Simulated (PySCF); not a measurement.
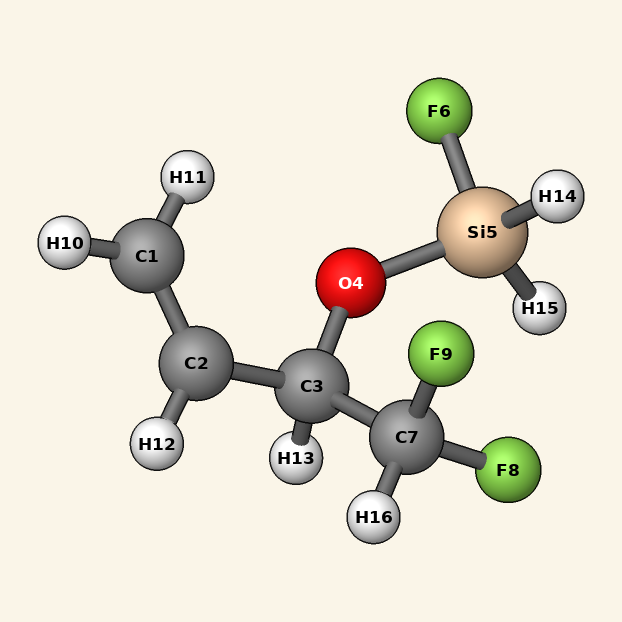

The geometry was computed by an optimisation with GFN2-xTB. No frequency run is at hand to confirm it as a minimum. Properties computed with GIAO PBE0/pcSseg-1 NMR shielding, non-relativistic, gas phase (PySCF 2.14.0). Principal shieldings σ11 ≤ σ22 ≤ σ33, span Ω = σ33 − σ11, skew κ = 3(σiso − σ22)/Ω.

> Which C atom has the most anisotropic shielding?

C1, with a span of 242 ppm.

Give the shielding tensors of the C atoms.

```json
{"atom": "C1", "σ11": "−61.7", "σ22": "59.9", "σ33": "180.6", "σiso": "59.6", "Ω": "242.3", "κ": "0.00"}
{"atom": "C2", "σ11": "−66.7", "σ22": "64.5", "σ33": "148.9", "σiso": "48.9", "Ω": "215.6", "κ": "−0.22"}
{"atom": "C3", "σ11": "97.6", "σ22": "105.0", "σ33": "125.0", "σiso": "109.2", "Ω": "27.4", "κ": "0.46"}
{"atom": "C7", "σ11": "48.4", "σ22": "69.3", "σ33": "81.8", "σiso": "66.5", "Ω": "33.4", "κ": "−0.25"}
```

Shieldings and span in ppm.

The geometry is semi-empirical. Around Si such bond lengths and angles can be off by a tenth of an ångström or more and by several degrees, and values that hang on the shape move with them.
